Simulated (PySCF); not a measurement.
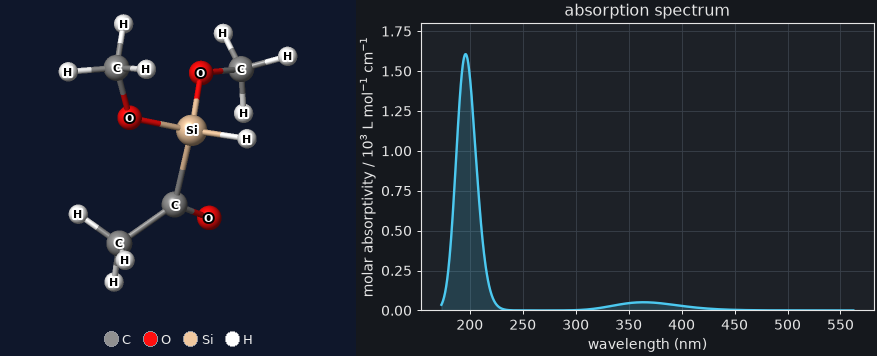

Computed absorption of C₄H₁₀O₃Si, SMILES CO[SiH](OC)C(C)=O. Vertical TDDFT excitations, PBE0/def2-SVPD with PySCF, at a GFN2-xTB geometry (no frequency check), gas phase. Only the first 6 singlet excitations are included; each is broadened by a Gaussian of 1/e half-width 0.40 eV.

Where is the lowest singlet, and is it bright?

Answer. S1 lies at 3.41 eV (364 nm) with f = 0.001, mainly HOMO → LUMO (97 %); it is dark or nearly so.

Which of the computed transitions is the brightest, and what character does the calculation give it?

Answer. S5 at 6.36 eV (195 nm), f = 0.021, mainly HOMO−2 → LUMO (55 %) (S4 lies within 0.06 eV, too close to order).

List the transitions behind the spectrum.

Answer.
```csv
state,E (eV),λ (nm),f,main character
S1,3.41,364,0.001,HOMO → LUMO (97 %)
S2,6.06,205,0.001,HOMO−1 → LUMO (92 %)
S3,6.21,200,0.010,HOMO → LUMO+1 (65 %)
S4,6.35,195,0.008,HOMO−2 → LUMO (44 %)
S5,6.36,195,0.021,HOMO−2 → LUMO (55 %)
S6,6.66,186,0.001,HOMO → LUMO+3 (66 %)
```

Note: the tight-binding geometry is rougher than a DFT one and adds to the error; one conformer of a flexible molecule; core orbitals are frozen in the response.
